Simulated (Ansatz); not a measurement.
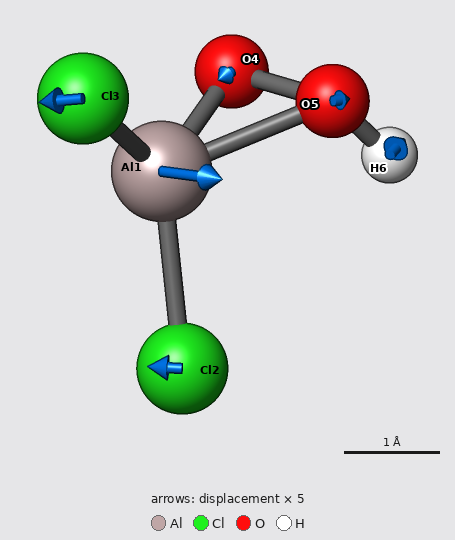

This is a relaxation of AlHO2Cl2. The starting structure is drawn; blue arrows show the displacements, 5 times their true length. The two geometries are superimposed by the best rigid fit.

The picture is a ball-and-stick view, seen from a free direction.

It is one of the separated products of a reaction.

All numbers below come from RKS PBE0-D4/def2-TZVP (Ansatz 0.2.0). (force threshold 0.005 eV/Å; at most 200 steps)

Question: Describe the change and its energy.

Answer: After 5 accepted moves (6 points after the start) the energy has fallen by 0.119 eV. The largest force component goes from 0.79 to 0.0038 eV/Å. The line search rejected the trial step at point 3 of the run. The atom that moves furthest after the best rigid fit is Al1 (0.18 Å). Largest moves by element: Al 0.18 Å, Cl 0.11 Å, H 0.08 Å, O 0.05 Å. Among the contacts that change: Al1–O5 1.956 → 1.902 Å, Al1–Cl3 2.105 → 2.073 Å, Al1–Cl2 2.098 → 2.083 Å, O4–O5 1.485 → 1.494 Å. Bond angles that change, for instance: Cl3–Al1–O5 108.1° → 116.7°, Cl2–Al1–O5 105.6° → 111.1°, Al1–O4–O5 73.8° → 71.1°.
